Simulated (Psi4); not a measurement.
# HF/cc-pwCVQZ (density fitting, sweep point 8) run of C2HClF2 (SMILES FC(F)=CCl)

Aim: the energy change on altering one bond length of C2HClF2 at HF/cc-pwCVQZ (density fitting, sweep point 8), from 2 runs. The job is set up through a Python script.

The results are computed with Psi4 1.11.

## (1) Starting point

C2HClF2 has 6 atoms, charge 0, and is taken as a singlet. As SMILES, `FC(F)=CCl`. Geometry: relaxed at PBE0-D4/def2-TZVP.

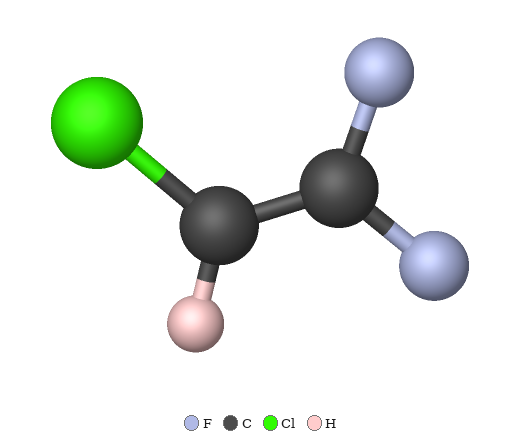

Viewed from a chosen angle; fluorine light blue, carbon dark grey, chlorine green, hydrogen pink.

## (2) A single-point energy at HF/cc-pwCVQZ (density fitting, sweep point 8)

File job.py:

```python
import psi4

psi4.set_memory(1600000000)
psi4.set_num_threads(1)
psi4.core.set_output_file('run.log', False)

geom = psi4.geometry("""
0 1
F      1.70266214    -1.53139626     2.53608805
C      0.50578520    -1.06240403     0.41643895
F      0.36379118    -3.08520467    -0.98781654
C     -0.41264060     1.18442364    -0.16355580
Cl    -1.96344434     1.75069897    -2.93304392
H     -0.19615357     2.74388233     1.13188926
units au
symmetry c1
""")

psi4.set_options({
    'puream': True,
    'scf_type': 'df',
})

E = psi4.energy("hf/cc-pwCVQZ", molecule=geom)
print('E =', round(E, 9))
```

Launch:

```sh
$ python job.py
```

run.log (excerpt; [...] marks lines left out):

```text
[...]
  Running in c1 symmetry.
[...]
  Nuclear repulsion =  213.574873855641869
[...]
  Multiplicity = 1
[...]
  Nalpha       = 24
  Nbeta        = 24
[...]
    Number of basis functions: 475
[...]
   @DF-RHF iter   1:  -734.73396330996366   -3.63697e-01   8.93702e-04 ADIIS/DIIS
[...]
   @DF-RHF iter   8:  -734.80304784250541   -1.33516e-07   2.53625e-07 DIIS
[...]
    Orbital Energies [Eh]
    ---------------------
    Doubly Occupied:
       1A   -104.858862     2A    -26.361168     3A    -26.360344
       4A    -11.442648     5A    -11.308135     6A    -10.583746
       7A     -8.050739     8A     -8.049248     9A     -8.049160
      10A     -1.724597    11A     -1.658883    12A     -1.183596
      13A     -1.042506    14A     -0.893832    15A     -0.823314
      16A     -0.783644    17A     -0.764021    18A     -0.707309
      19A     -0.687154    20A     -0.666805    21A     -0.602137
      22A     -0.529669    23A     -0.472638    24A     -0.379745
[...]
  @DF-RHF Final Energy:  -734.80304784250541
   => Energetics <=
    Nuclear Repulsion Energy =            213.5748738556418687
    One-Electron Energy =               -1440.7877913051265750
    Two-Electron Energy =                 492.4098696069792140
    Total Energy =                       -734.8030478425054071
[...]
 Multipole Moments:
 ------------------------------------------------------------------------------------
     Multipole            Electronic (a.u.)      Nuclear  (a.u.)        Total (a.u.)
 ------------------------------------------------------------------------------------
 L = 1.  Multiply by 2.5417464519 to convert [e a0] to [Debye]
 Dipole X            :          0.5278782           -0.4645792            0.0632990
 Dipole Y            :         -2.2666709            2.5935583            0.3268874
 Dipole Z            :         -0.2075928            0.5147756            0.3071828
 Magnitude           :                                                    0.4530159
[...]
```

On the terminal:

```text
E = -734.803047843
```

It took 17 s on 1 thread of Intel Xeon at 2.70GHz, shared host; peak memory 1.2 GiB.

## (3) The distorted shape, same level

File run.py:

```python
import psi4

psi4.set_memory(1600000000)
psi4.set_num_threads(1)
psi4.core.set_output_file('c2hclf2.out', False)

mol = psi4.geometry("""
F      2.94325978    -1.98439951     4.75159729
C      1.74638284    -1.51540728     2.63194819
F      1.60438882    -3.53820792     1.22769270
C      0.82795705     0.73142039     2.05195344
Cl    -1.96344434     1.75069897    -2.93304392
H      1.04444407     2.29087908     3.34739850
units bohr
symmetry c1
""")

psi4.set_options({
    'puream': True,
    'scf_type': 'df',
})

e_tot = psi4.energy('hf/cc-pwCVQZ', molecule=mol)
print(f'total energy {e_tot:.8f} hartree = {e_tot * 27.211386:.5f} eV')
```

Launch:

```sh
$ python run.py
```

c2hclf2.out (excerpt; [...] marks lines left out):

```text
[...]
  Running in c1 symmetry.
[...]
  Nuclear repulsion =  179.620000847732541
[...]
  Multiplicity = 1
[...]
  Nalpha       = 24
  Nbeta        = 24
[...]
    Number of basis functions: 475
[...]
   @DF-RHF iter   1:  -734.50383132827278   -9.17193e-01   9.88331e-04 ADIIS/DIIS
[...]
   @DF-RHF iter   9:  -734.60642802582902   -2.80536e-07   3.25270e-07 DIIS
[...]
    Orbital Energies [Eh]
    ---------------------
    Doubly Occupied:
       1A   -104.822816     2A    -26.415142     3A    -26.399229
       4A    -11.511592     5A    -11.402455     6A    -10.543050
       7A     -8.009296     8A     -8.007971     9A     -8.007966
      10A     -1.769343    11A     -1.701783    12A     -1.139276
      13A     -1.013564    14A     -0.941889    15A     -0.864616
      16A     -0.826424    17A     -0.799658    18A     -0.747378
      19A     -0.729288    20A     -0.705457    21A     -0.475159
      22A     -0.430056    23A     -0.429177    24A     -0.395616
[...]
  @DF-RHF Final Energy:  -734.60642802582902
   => Energetics <=
    Nuclear Repulsion Energy =            179.6200008477325412
    One-Electron Energy =               -1372.2757242555476296
    Two-Electron Energy =                 458.0492953819860418
    Total Energy =                       -734.6064280258290182
[...]
 Multipole Moments:
 ------------------------------------------------------------------------------------
     Multipole            Electronic (a.u.)      Nuclear  (a.u.)        Total (a.u.)
 ------------------------------------------------------------------------------------
 L = 1.  Multiply by 2.5417464519 to convert [e a0] to [Debye]
 Dipole X            :          1.2223593           -0.3005266            0.9218328
 Dipole Y            :         -2.7191934            2.5336546           -0.1855388
 Dipole Z            :          0.9223129            0.8077474            1.7300603
 Magnitude           :                                                    1.9690884
[...]
```

On the terminal:

```text
total energy -734.60642803 hartree = -19989.65907 eV
```

Run time: 17 s. Hardware: 1 thread of Intel Xeon at 2.70GHz, shared host; peak memory 1.2 GiB.

## (4) Summary of results

At HF/cc-pwCVQZ (density fitting, sweep point 8):

| quantity | value |
| --- | --- |
| first shape: total energy | -734.80305 Eh |
| first shape: dipole moment | 1.15 D |
| first shape: HOMO energy | -10.33 eV |
| first shape: LUMO energy | 3.49 eV |
| first shape: HOMO–LUMO gap | 13.83 eV |
| distorted shape: total energy | -734.60643 Eh |
| distorted shape: dipole moment | 5.00 D |
| distorted shape: HOMO energy | -10.77 eV |
| distorted shape: LUMO energy | -2.84 eV |
| distorted shape: HOMO–LUMO gap | 7.92 eV |
| energy change with the C4–Cl5 bond stretched from 1.706 to 3.071 Å | 5.350 eV |

What this shows: One bond (distorted shape) is far stretched, which a spin-restricted single reference describes badly; a broken-symmetry solution may lie lower. With the C4–Cl5 bond stretched from 1.706 to 3.071 Å the energy rises by 5.35 eV (123 kcal/mol). The first shape isn't relaxed at this level, so the change isn't measured from a minimum. A restricted reference can't describe the breaking bond well at this length.
